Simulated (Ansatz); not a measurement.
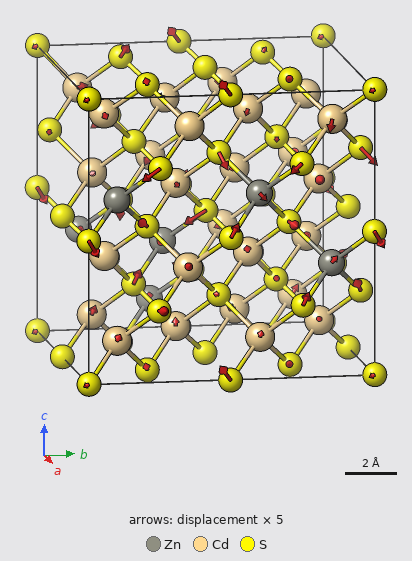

A relaxation of solid Zn$_{6}$Cd$_{26}$S$_{32}$ (a generated structure, set up in P1). The starting structure is drawn; red arrows show the displacements, 5 times their true length.

A ball-and-stick model of the cell of the calculation (origin shifted), seen slightly off an axis.

All numbers below come from DFT, PBEsol, PAW, plane waves (Ansatz 0.2.0). (plane-wave cutoff 420 eV; k-point mesh 1 × 1 × 1; mesh shifted by (0.25, 0.25, 0.25); no spin polarisation; cell relaxed at fixed shape; force threshold 0.03 eV/Å; at most 80 steps)

### Atoms of which element are displaced furthest, and by how much?

Sulfur: up to 0.24 Å, against 0.13 Å for cadmium.

### What happened in the run?

Over 4 geometry steps the energy falls by 37.2 meV per atom. The largest force component goes from 1.5 to 0.013 eV/Å. The pressure goes from 0.73 to 0.00 GPa. The atom that moves furthest relative to the cell is an S atom (0.24 Å roughly along [−1 −1 −1]). By element the largest moves are S 0.24 Å, Cd 0.13 Å, Zn 0.09 Å. The drawn cell changes as follows: a = b = c 11.471 → 11.468 Å (0.0 %); the volume changes by −0.1 %. Near-neighbour distances that change, for instance: S–Zn 2.544 → 2.359 Å, S–Zn 2.518 → 2.334 Å, S–Zn 2.487 → 2.333 Å, S–Zn 2.510 → 2.359 Å. Bond angles that change, for instance: S–Cd–S 108.8° → 118.3°, Zn–S–Cd 107.4° → 115.0°, Cd–S–Cd 111.7° → 104.3°. The space group stays P1 (No. 1).
